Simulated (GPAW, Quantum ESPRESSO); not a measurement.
Consider NaHF2 (R-3m).

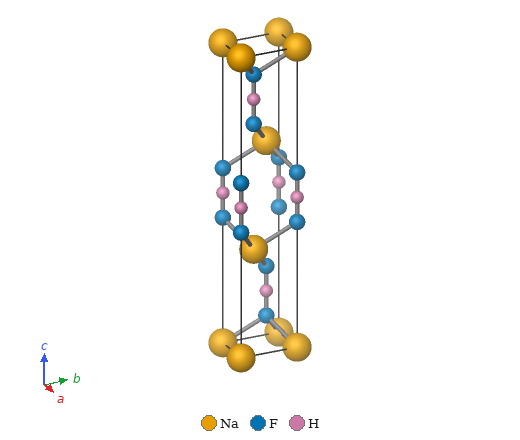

The structure (sodium orange, fluorine blue, hydrogen pink). Bonds to atoms that aren't drawn are left out. Some periodic images of atoms are drawn too.

```xyz
4
Lattice="1.7370 1.0029 4.5833 -1.7370 1.0029 4.5833 0.0000 -2.0057 4.5833" Properties=species:S:1:pos:R:3 pbc="T T T"
Na    0.0000    0.0000    0.0000
F     0.0000    0.0000    8.0080
F     0.0000    0.0000    5.7420
H     0.0000    0.0000    6.8750
```

Absorber: atom 2, with 1 H at 1.13 Å and 3 Na at 2.32 Å (distorted tetrahedral, site symmetry 3m). Method: GPAW, LDA, full core hole (charged cell), 16-atom cell with 6.1 Å between holes, 4×4×4 k points, dipole transitions, Gaussian full width 0.9 eV up to 4 eV, rising linearly to 3.5 eV at 25 eV.

**Question.** Where do the maxima of the F K edge fall?

Main maxima up to 24 eV above the zero (height): 4.5 eV (2.27), 6.9 eV (2.59), 12.4 eV (1.05) and 17.3 eV (0.95). A K edge sees empty p states on the absorber. The total-energy difference plus the lowest empty eigenvalue puts the zero at 690.91 eV. One term is added: -9.89 eV, since the hole is spin-paired here and a spin-polarised one costs that much less in the free atom (computed apart). The photon energy is then 681.02 eV. The functional and the charged cell's background leave an error in such absolute values: in the free atom LDA prices this hole 4.7 eV below PBE (computed apart), and PBE is itself good to a few eV.

The F K spectrum (energy from the lowest empty level; intensity scaled to a mean of 1 over the first 20 eV; polarised curves are means over the symmetry-equivalent atoms):

| E (eV) | isotropic | ε ⊥ c | ε ∥ c |
| --- | --- | --- | --- |
| -2.0 | 0.00 | 0.00 | 0.00 |
| -0.5 | 0.00 | 0.00 | 0.00 |
| 1.0 | 0.16 | 0.05 | 0.38 |
| 2.5 | 0.68 | 0.71 | 0.64 |
| 4.0 | 1.98 | 1.87 | 2.21 |
| 5.5 | 1.28 | 1.18 | 1.50 |
| 7.0 | 2.58 | 1.10 | 5.52 |
| 8.5 | 1.08 | 0.76 | 1.72 |
| 10.0 | 0.52 | 0.52 | 0.53 |
| 11.5 | 0.86 | 1.04 | 0.52 |
| 13.0 | 0.92 | 1.14 | 0.49 |
| 14.5 | 0.54 | 0.59 | 0.44 |
| 16.0 | 0.78 | 0.99 | 0.37 |
| 17.5 | 0.94 | 1.19 | 0.43 |
| 19.0 | 0.76 | 0.90 | 0.50 |
| 20.5 | 0.63 | 0.71 | 0.47 |
| 22.0 | 0.62 | 0.69 | 0.47 |
| 23.5 | 0.61 | 0.67 | 0.50 |
| 25.0 | 0.71 | 0.76 | 0.61 |
| 26.5 | 0.82 | 0.87 | 0.72 |
| 28.0 | 0.83 | 0.84 | 0.80 |
| 29.5 | 0.76 | 0.71 | 0.87 |
| 31.0 | 0.66 | 0.60 | 0.76 |

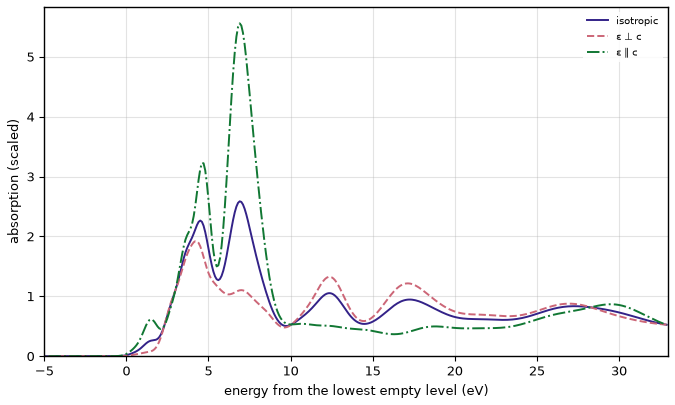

The F K edge.

The holes are only 6.1 Å apart, so the shape is probably not converged with cell size; no larger cell was run here. The mesh is coarse (0.28 Å⁻¹ between points), so small maxima may be mesh ripples. The structure is a published determination, not relaxed.

[Banner, clock and machine lines of the logs are left out without a mark of their own.]

[Logs are printed without paths, hosts, clocks, repeated set-up lines and the standing remarks that a program may print on its own settings, such as how far it seeks lower states.]

[Hosts, paths, dates, database ids (printed as entryN), source tags and the programs' standing remarks are cut or masked in the printed files.]

[Lists of maxima count a maximum above −3 eV only where it reaches 4 % of the highest in the window and stands out from its surroundings by 2 % of it (1.5 % where it reaches 55 %); shoulders and weaker maxima are passed over, and of the rest the first, up to two pre-edge ones and the few strongest are named.]
